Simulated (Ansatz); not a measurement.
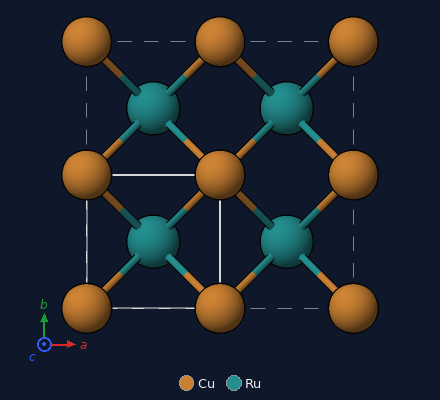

The structure, seen along [001]; the drawing may span several cells.

Structure (in its standard cell), the geometry relaxed with DFT r2SCAN, scalar-relativistic, plane waves, PAW in Ansatz; the starting structure was generated, so it need not be a known form of this composition:

```yaml
crystal:
  lattice:
    - [2.92647, 0.00000, 0.00000]
    - [0.00000, 2.92647, 0.00000]
    - [0.00000, 0.00000, 2.92647]
  atoms:
    - { symbol: Cu, position: [0.00000, 0.00000, 0.00000] }
    - { symbol: Ru, position: [0.50000, 0.50000, 0.50000] }
```

Predict the [001] zone-axis pattern (100 kV, kinematic, B = 1 Å²).

The spots form a square net with both shortest vectors at d = 2.93 Å, 90.0° apart. They are 1 0 0 and 0 1 0. The pattern has symmetry 4mm. No reflection of this zone is absent.

Strongest reflections with d > 0.88 Å, one of each family (|F|² from tabulated Gaussian fits of the electron scattering factors, times a small damping for the curvature of the Ewald sphere):

| hkl | d (Å) | I (strongest = 100) |
| --- | --- | --- |
| 1 1 0 | 2.069 | 100 |
| 2 0 0 | 1.463 | 47 |
| 2 2 0 | 1.035 | 17 |
| 3 1 0 | 0.925 | 11 |
| 1 0 0 | 2.926 | 10 |
| 2 1 0 | 1.309 | 1 |

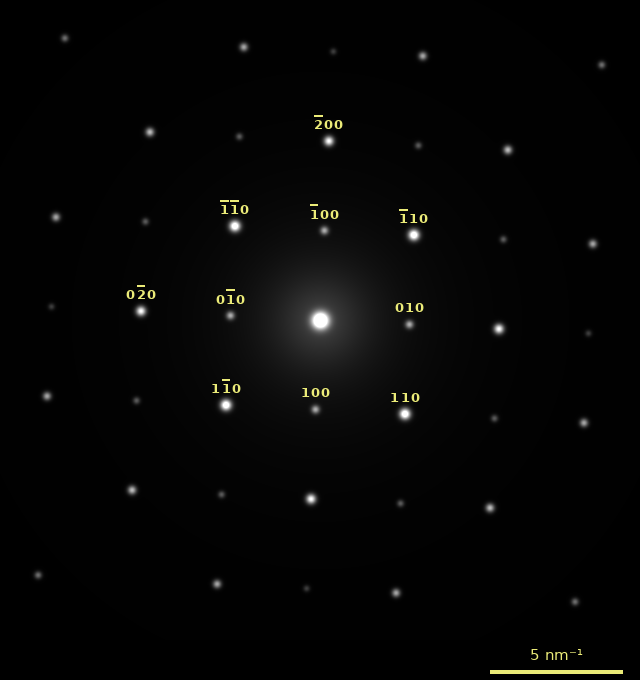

Calculated pattern, seen from the source side with [001] pointing towards the source.
